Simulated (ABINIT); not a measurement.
# Beyond one shot: BaTiO3 (Pm-3m), part 3 of 3

How far does self-consistency move the gap of BaTiO3 (Pm-3m)?

ABINIT 10.8.3; LDA and many-body steps on it, plane waves. Known limits of the many-body steps: not at the basis limit; no spin-orbit coupling; coarse k mesh.

So far. Step 10 (evGW, cycle 1): Against G0W0 in ABINIT (4×4×4 mesh, 140 bands, screening to 130.6 eV, Godby-Needs plasmon pole), the gap moves by +0.921 eV. Step 13 (evGW, cycle 2): Against the cycle before, the gap moves by +0.107 eV.

## (14) Screening, 4×4×4 mesh, 140 bands, screening to 130.6 eV

This step: RPA screening on LDA, plane waves, norm-conserving pseudopotentials.

run.abi reads:

```
acell 3*1.0 Angstrom
rprim 
  4.006000000000 0.000000000000 0.000000000000
  0.000000000000 4.006000000000 0.000000000000
  0.000000000000 0.000000000000 4.006000000000
ntypat 3
znucl 56 22 8
natom 5
typat 1 2 3 3 3
xred 
  0.500000000000 0.500000000000 0.500000000000
  0.000000000000 0.000000000000 0.000000000000
  0.500000000000 0.000000000000 0.000000000000
  0.000000000000 0.500000000000 0.000000000000
  0.000000000000 0.000000000000 0.500000000000
pp_dirpath "pseudos"
pseudos "Ba.upf, Ti.upf, O.upf"
ecut 38
ngkpt 4 4 4
nshiftk 1
shiftk 0 0 0
kptopt 1
chksymbreak 0
istwfk *1
occopt 1
irdwfk 1
optdriver 3
nband 140
ecuteps 4.8
inclvkb 2
awtr 1
symchi 1
gwcalctyp 10
mbpt_sciss 2.759 eV
nqptdm 1
qptdm 
  0 0 0
indata_prefix "in"
outdata_prefix "out"
tmpdata_prefix "tmp"
```

On the command line:

```bash
> OMP_NUM_THREADS=1 mpirun -n 8 abinit run.abi > log
```

Log:

```text
.Version 10.8.3 of ABINIT. v10.8.2 released Aug 2026.

 Symmetries : space group Pm -3 m (#221); Bravais cP (primitive cubic)
[... echo of the input left out ...]
== DATASET  1 ==================================================================
-   mpi_nproc: 8, omp_nthreads: 1 (-1 if OMP is not activated)

--- !DatasetInfo
iteration_state: {dtset: 1, }
dimensions: {natom: 5, nkpt: 10, mband: 140, nsppol: 1, nspinor: 1, nspden: 1, mpw: 4945, }
cutoff_energies: {ecut:  38.0, pawecutdg:  -1.0, }
[...]
[... chi0 elements left out ...]
 For q-point:  0.000010 0.000020 0.000030
  dielectric constant =   5.0330
  dielectric constant without local fields =   5.3110

  Average fulfillment of the sum rule on Im[epsilon] for q-point    1 :     74.80  [%]
[... wings left out ...]
== END DATASET(S) ==============================================================
================================================================================

 -outvars: echo values of variables after computation  --------
           etotal      0.0000000000E+00
            nband         140
             nkpt          10
          spgroup         221
 [... the other variables as echoed above ...]

 Calculation completed.
```

Wall time 15 s (8 MPI ranks of Arm Neoverse V1, shared host); peak memory 2 GiB; 2 min of CPU time.

This step gave:

| Property | Result |
| --- | --- |
| ε∞ with local fields, on this mesh, along the program's q direction | 5.033 |
| the same without local fields | 5.311 |
| plasma frequency | 29.29 eV |
| plane waves in the screening matrix | 203 |

This screening uses the functional's bands under a rigid shift, the mean opening of the cycle before.

## (15) Screening, 4×4×4 mesh, 140 bands, screening to 130.6 eV

This step: RPA screening on LDA from quasiparticle energies, plane waves, norm-conserving pseudopotentials.

run.abi, as its differences from that of step 14:

```diff
@@ -32,7 +32,15 @@
 symchi 1
+irdqps 1
 gwcalctyp 10
-mbpt_sciss 2.759 eV
-nqptdm 1
+nqptdm 9
 qptdm 
-  0 0 0
+  0.2500000000 0.0000000000 0.0000000000
+  0.5000000000 0.0000000000 0.0000000000
+  0.2500000000 0.2500000000 0.0000000000
+  0.5000000000 0.2500000000 0.0000000000
+  0.5000000000 0.5000000000 0.0000000000
+  0.2500000000 0.2500000000 0.2500000000
+  0.5000000000 0.2500000000 0.2500000000
+  0.5000000000 0.5000000000 0.2500000000
+  0.5000000000 0.5000000000 0.5000000000
 indata_prefix "in"
```

mrgscr.stdin reads:

```
2
merged
q0_SCR
out_SCR
1
```

On the command line:

```bash
> OMP_NUM_THREADS=1 mpirun -n 8 abinit run.abi > log; mrgscr < mrgscr.stdin
```

Log:

```text
.Version 10.8.3 of ABINIT. v10.8.2 released Aug 2026.

 Symmetries : space group Pm -3 m (#221); Bravais cP (primitive cubic)
[... echo of the input left out ...]
== DATASET  1 ==================================================================
-   mpi_nproc: 8, omp_nthreads: 1 (-1 if OMP is not activated)

--- !DatasetInfo
iteration_state: {dtset: 1, }
dimensions: {natom: 5, nkpt: 10, mband: 140, nsppol: 1, nspinor: 1, nspden: 1, mpw: 4945, }
cutoff_energies: {ecut:  38.0, pawecutdg:  -1.0, }
[...]
q-point number  1        q = ( 0.250000, 0.000000, 0.000000) [r.l.u.]
--------------------------------------------------------------------------------
[... chi0 elements left out ...]
  Average fulfillment of the sum rule on Im[epsilon] for q-point    2 :     87.94  [%]

--------------------------------------------------------------------------------
  q-point number  2        q = ( 0.500000, 0.000000, 0.000000) [r.l.u.]
--------------------------------------------------------------------------------
[... chi0 elements left out ...]
  Average fulfillment of the sum rule on Im[epsilon] for q-point    3 :     81.23  [%]

 [... 7 further q-points ...]
```

It took 40 s on 8 MPI ranks; peak memory 2 GiB; 5.3 min of CPU time.

This step gave:

```
plasma frequency                    : 29.29 eV
plane waves in the screening matrix : 203
```

This screening reads the quasiparticle levels of the cycle before.

## (16) evGW, cycle 3

This step: evGW on LDA, plane waves, norm-conserving pseudopotentials.

run.abi, as its differences from that of step 15:

```diff
@@ -26,12 +26,10 @@
 irdwfk 1
-optdriver 3
+optdriver 4
 nband 140
-ecuteps 4.8
-inclvkb 2
-awtr 1
-symchi 1
-irdqps 1
 gwcalctyp 10
-nqptdm 9
-qptdm 
+ecutsigx 38
+symsigma 1
+nkptgw 10
+kptgw 
+  0.0000000000 0.0000000000 0.0000000000
   0.2500000000 0.0000000000 0.0000000000
@@ -45,2 +43,17 @@
   0.5000000000 0.5000000000 0.5000000000
+bdgw 
+  12 69
+  12 69
+  12 69
+  12 69
+  12 69
+  12 69
+  12 69
+  12 69
+  12 69
+  12 69
+ecuteps 4.8
+irdscr 1
+ppmodel 1
+irdqps 1
 indata_prefix "in"
```

On the command line:

```bash
> OMP_NUM_THREADS=1 mpirun -n 8 abinit run.abi > log
```

Log:

```text
.Version 10.8.3 of ABINIT. v10.8.2 released Aug 2026.

 Symmetries : space group Pm -3 m (#221); Bravais cP (primitive cubic)
[... echo of the input left out ...]
== DATASET  1 ==================================================================
-   mpi_nproc: 8, omp_nthreads: 1 (-1 if OMP is not activated)

--- !DatasetInfo
iteration_state: {dtset: 1, }
dimensions: {natom: 5, nkpt: 10, mband: 140, nsppol: 1, nspinor: 1, nspden: 1, mpw: 4945, }
cutoff_energies: {ecut:  38.0, pawecutdg:  -1.0, }
[...]
.  kptgw no:  3; Maximum DeltaE = (   0.026  -0.118) for band index: 56
[...]
.  kptgw no:  9; Maximum DeltaE = (  -0.016  -0.039) for band index: 48
.  kptgw no: 10; Maximum DeltaE = (   0.006   0.015) for band index: 55

== END DATASET(S) ==============================================================
================================================================================

 -outvars: echo values of variables after computation  --------
           etotal      0.0000000000E+00
            nband         140
             nkpt          10
          spgroup         221
 [... the other variables as echoed above ...]

 Calculation completed.
```

Elapsed: 9.4 min, on 8 MPI ranks; peak memory 8.9 GiB.

This step gave:

```yaml
quasiparticle_gap_on_the_mesh: 4.335 eV
gap_of_the_density_functional_on_the_mesh: 1.712 eV
k_of_the_valence_top: 0.5, 0.5, 0.5
k_of_the_conduction_bottom: 0, 0, 0
least_direct_quasiparticle_gap_on_the_computed_points: 4.454 eV
```

Against the cycle before, the gap moves by +0.020 eV.

## (17) Screening, 4×4×4 mesh, 140 bands, screening to 130.6 eV

This step: RPA screening on LDA, plane waves, norm-conserving pseudopotentials.

run.abi reads:

```
acell 3*1.0 Angstrom
rprim 
  4.006000000000 0.000000000000 0.000000000000
  0.000000000000 4.006000000000 0.000000000000
  0.000000000000 0.000000000000 4.006000000000
ntypat 3
znucl 56 22 8
natom 5
typat 1 2 3 3 3
xred 
  0.500000000000 0.500000000000 0.500000000000
  0.000000000000 0.000000000000 0.000000000000
  0.500000000000 0.000000000000 0.000000000000
  0.000000000000 0.500000000000 0.000000000000
  0.000000000000 0.000000000000 0.500000000000
pp_dirpath "pseudos"
pseudos "Ba.upf, Ti.upf, O.upf"
ecut 38
ngkpt 4 4 4
nshiftk 1
shiftk 0 0 0
kptopt 1
chksymbreak 0
istwfk *1
occopt 1
irdwfk 1
optdriver 3
nband 140
ecuteps 4.8
inclvkb 2
awtr 1
symchi 1
gwcalctyp 10
mbpt_sciss 2.780 eV
nqptdm 1
qptdm 
  0 0 0
indata_prefix "in"
outdata_prefix "out"
tmpdata_prefix "tmp"
```

Log:

```text
.Version 10.8.3 of ABINIT. v10.8.2 released Aug 2026.

 Symmetries : space group Pm -3 m (#221); Bravais cP (primitive cubic)
[... echo of the input left out ...]
== DATASET  1 ==================================================================
-   mpi_nproc: 8, omp_nthreads: 1 (-1 if OMP is not activated)

--- !DatasetInfo
iteration_state: {dtset: 1, }
dimensions: {natom: 5, nkpt: 10, mband: 140, nsppol: 1, nspinor: 1, nspden: 1, mpw: 4945, }
cutoff_energies: {ecut:  38.0, pawecutdg:  -1.0, }
[...]
[... chi0 elements left out ...]
 For q-point:  0.000010 0.000020 0.000030
  dielectric constant =   5.0235
  dielectric constant without local fields =   5.3007

  Average fulfillment of the sum rule on Im[epsilon] for q-point    1 :     74.84  [%]
[... wings left out ...]
== END DATASET(S) ==============================================================
================================================================================

 -outvars: echo values of variables after computation  --------
           etotal      0.0000000000E+00
            nband         140
             nkpt          10
          spgroup         221
 [... the other variables as echoed above ...]

 Calculation completed.
```

Run time: 15 s. Hardware: 8 MPI ranks; peak memory 2 GiB; 1.9 min of CPU time.

Numbers from this step:

```
ε∞ with local fields, on this mesh, along the program's q direction : 5.024
the same without local fields                                       : 5.301
plasma frequency                                                    : 29.29 eV
plane waves in the screening matrix                                 : 203
```

This screening uses the functional's bands under a rigid shift, the mean opening of the cycle before.

## (18) Screening, 4×4×4 mesh, 140 bands, screening to 130.6 eV

This step: RPA screening on LDA from quasiparticle energies, plane waves, norm-conserving pseudopotentials.

run.abi, as its differences from that of step 17:

```diff
@@ -32,7 +32,15 @@
 symchi 1
+irdqps 1
 gwcalctyp 10
-mbpt_sciss 2.780 eV
-nqptdm 1
+nqptdm 9
 qptdm 
-  0 0 0
+  0.2500000000 0.0000000000 0.0000000000
+  0.5000000000 0.0000000000 0.0000000000
+  0.2500000000 0.2500000000 0.0000000000
+  0.5000000000 0.2500000000 0.0000000000
+  0.5000000000 0.5000000000 0.0000000000
+  0.2500000000 0.2500000000 0.2500000000
+  0.5000000000 0.2500000000 0.2500000000
+  0.5000000000 0.5000000000 0.2500000000
+  0.5000000000 0.5000000000 0.5000000000
 indata_prefix "in"
```

mrgscr.stdin is that of step 15.

On the command line:

```bash
> OMP_NUM_THREADS=1 mpirun -n 8 abinit run.abi > log; mrgscr < mrgscr.stdin
```

Log:

```text
.Version 10.8.3 of ABINIT. v10.8.2 released Aug 2026.

 Symmetries : space group Pm -3 m (#221); Bravais cP (primitive cubic)
[... echo of the input left out ...]
== DATASET  1 ==================================================================
-   mpi_nproc: 8, omp_nthreads: 1 (-1 if OMP is not activated)

--- !DatasetInfo
iteration_state: {dtset: 1, }
dimensions: {natom: 5, nkpt: 10, mband: 140, nsppol: 1, nspinor: 1, nspden: 1, mpw: 4945, }
cutoff_energies: {ecut:  38.0, pawecutdg:  -1.0, }
[...]
q-point number  1        q = ( 0.250000, 0.000000, 0.000000) [r.l.u.]
--------------------------------------------------------------------------------
[... chi0 elements left out ...]
  Average fulfillment of the sum rule on Im[epsilon] for q-point    2 :     88.01  [%]

--------------------------------------------------------------------------------
  q-point number  2        q = ( 0.500000, 0.000000, 0.000000) [r.l.u.]
--------------------------------------------------------------------------------
[... chi0 elements left out ...]
  Average fulfillment of the sum rule on Im[epsilon] for q-point    3 :     81.28  [%]

 [... 7 further q-points ...]
```

Elapsed: 40 s, on 8 MPI ranks; peak memory 2 GiB.

Numbers from this step:

```yaml
plasma_frequency: 29.29 eV
plane_waves_in_the_screening_matrix: 203
```

This screening reads the quasiparticle levels of the cycle before.

## (19) evGW, cycle 4

This step: evGW on LDA, plane waves, norm-conserving pseudopotentials.

run.abi, as its differences from that of step 18:

```diff
@@ -26,12 +26,10 @@
 irdwfk 1
-optdriver 3
+optdriver 4
 nband 140
-ecuteps 4.8
-inclvkb 2
-awtr 1
-symchi 1
-irdqps 1
 gwcalctyp 10
-nqptdm 9
-qptdm 
+ecutsigx 38
+symsigma 1
+nkptgw 10
+kptgw 
+  0.0000000000 0.0000000000 0.0000000000
   0.2500000000 0.0000000000 0.0000000000
@@ -45,2 +43,17 @@
   0.5000000000 0.5000000000 0.5000000000
+bdgw 
+  12 69
+  12 69
+  12 69
+  12 69
+  12 69
+  12 69
+  12 69
+  12 69
+  12 69
+  12 69
+ecuteps 4.8
+irdscr 1
+ppmodel 1
+irdqps 1
 indata_prefix "in"
```

On the command line:

```bash
> OMP_NUM_THREADS=1 mpirun -n 8 abinit run.abi > log
```

Log:

```text
.Version 10.8.3 of ABINIT. v10.8.2 released Aug 2026.

 Symmetries : space group Pm -3 m (#221); Bravais cP (primitive cubic)
[... echo of the input left out ...]
== DATASET  1 ==================================================================
-   mpi_nproc: 8, omp_nthreads: 1 (-1 if OMP is not activated)

--- !DatasetInfo
iteration_state: {dtset: 1, }
dimensions: {natom: 5, nkpt: 10, mband: 140, nsppol: 1, nspinor: 1, nspden: 1, mpw: 4945, }
cutoff_energies: {ecut:  38.0, pawecutdg:  -1.0, }
[...]
.  kptgw no:  3; Maximum DeltaE = (   0.361  -0.089) for band index: 58
[...]
.  kptgw no:  9; Maximum DeltaE = (   0.507  -0.613) for band index: 58
.  kptgw no: 10; Maximum DeltaE = (  -0.001   0.018) for band index: 54

== END DATASET(S) ==============================================================
================================================================================

 -outvars: echo values of variables after computation  --------
           etotal      0.0000000000E+00
            nband         140
             nkpt          10
          spgroup         221
 [... the other variables as echoed above ...]

 Calculation completed.
```

Run time: 9.3 min. Hardware: 8 MPI ranks; peak memory 8.9 GiB.

This step gave:

| Property | Result |
| --- | --- |
| quasiparticle gap on the mesh | 4.338 eV |
| gap of the density functional on the mesh | 1.712 eV |
| k of the valence top | 0.5, 0.5, 0.5 |
| k of the conduction bottom | 0, 0, 0 |
| least direct quasiparticle gap on the computed points | 4.456 eV |

Against the cycle before, the gap moves by +0.003 eV.

## (20) The runs together

Times are wall times on 8 MPI ranks of Arm Neoverse V1, shared host. The host was busy with other work, so they are no guide to cost. A run's time includes the screening step that it read.

| run | mesh | bands | screening cutoff (eV) | DFT gap (eV) | gap on the mesh (eV) | direct (eV) | ε∞ used | time |
| --- | --- | --- | --- | --- | --- | --- | --- | --- |
| G0W0 | 4×4×4 | 140 | 130.6 | 1.712 | 3.287 | 3.437 | 7.13 | 71 s |
| evGW0, cycle 1 | 4×4×4 | 140 | 130.6 | 1.712 | 3.743 | 3.896 | 7.13 | 10 min |
| evGW0, cycle 2 | 4×4×4 | 140 | 130.6 | 1.712 | 3.623 | 3.766 | 7.13 | 10 min |
| evGW0, cycle 3 | 4×4×4 | 140 | 130.6 | 1.712 | 3.621 | 3.767 | 7.13 | 10 min |
| evGW, cycle 1 | 4×4×4 | 140 | 130.6 | 1.712 | 4.208 | 4.330 | 5.40 | 10 min |
| evGW, cycle 2 | 4×4×4 | 140 | 130.6 | 1.712 | 4.315 | 4.434 | 5.08 | 10 min |
| evGW, cycle 3 | 4×4×4 | 140 | 130.6 | 1.712 | 4.335 | 4.454 | 5.03 | 10 min |
| evGW, cycle 4 | 4×4×4 | 140 | 130.6 | 1.712 | 4.338 | 4.456 | 5.02 | 10 min |

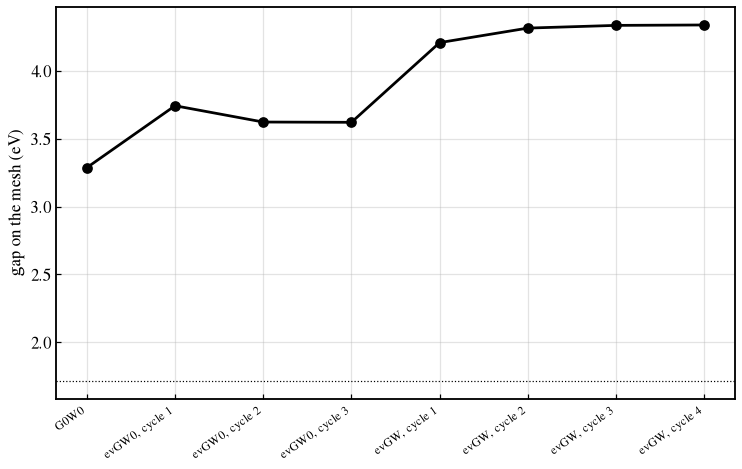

The gap through the cycles; the dotted line is the starting gap.

## (21) Outcome

```json
{
 "G0W0": "3.287 eV",
 "evGW0, cycle 1": "3.743 eV",
 "evGW0, cycle 2": "3.623 eV",
 "evGW0, cycle 3": "3.621 eV",
 "evGW, cycle 1": "4.208 eV",
 "evGW, cycle 2": "4.315 eV",
 "evGW, cycle 3": "4.335 eV",
 "evGW, cycle 4": "4.338 eV",
 "known limits": "not at the basis limit; no spin-orbit coupling; coarse k mesh"
}
```

**Reading.** Only the bands that the input lists are updated; the others, empty or deep, keep the functional's energies or take a rigid shift. The evGW loop starts from the last levels of evGW0, so its cycles and time come on top of those. evGW0 ends at 3.62 eV, +0.33 eV from G0W0, after 3 cycles that took 28 min beside the first screening; the last moved the gap by 0.002 eV. evGW ends at 4.34 eV, +1.05 eV from G0W0, after 4 cycles that took 41 min beside the first screening; the last moved the gap by 0.003 eV. The first cycle of evGW0 takes the full correction, without the factor Z, so it overshoots the one-shot value. Against experiment, by evGW, cycle 4: the gap of 4.34 eV lies +1.06 eV from the measured 3.28 eV (optical, 2024); the gap of 4.34 eV lies +1.14 eV from the measured 3.2 eV (optical, 2024). An exciton line or allowed optical edge lies below the quasiparticle gap by the binding energy; a forbidden edge can push the onset above it. These are gaps on the mesh, at modest bands and cutoff. The calculation has static nuclei and no excitons; a measured gap holds zero-point and thermal motion, which mostly lowers it. Bands and cutoff are finite, so the gap is not at the basis limit. The miss can reach some tenths of an eV and take either sign; the mesh is an error of its own. The 4×4×4 mesh is coarse for this cell, which bears on the long-range parts of exchange and screening. This is the ideal cubic cell; many perovskites, halides above all, are cubic only on average, and local tilts or off-centring can widen the gap. In the updated screening the q = 0 part is built from Kohn-Sham bands under a rigid shift, the other q from the quasiparticle levels. The many-body steps are scalar-relativistic: spin-orbit coupling is not in them.

[Paths, hosts, dates, memory and timing lines, banners, echoed tables and standing remarks are left out of the program output.]

[Logs are printed without paths, hosts, clocks, repeated set-up lines and the standing remarks that a program may print on its own settings, such as how far it seeks lower states.]

[Runs of the session that timed out or met a known fault of the program may be left out.]

[Hosts, paths, dates, database ids (printed as entryN), source tags and the programs' standing remarks are cut or masked in the printed files.]

[G0W0 gaps are taken among the corrected bands and points alone; a level outside them can change the order at an edge.]

[Where Ansatz stands beside ABINIT at settings called matched, ABINIT's density can come from a denser mesh and the files from another edition; pairs whose starting gaps differed by over 0.03 eV were left out, so agreement reads better than it is.]
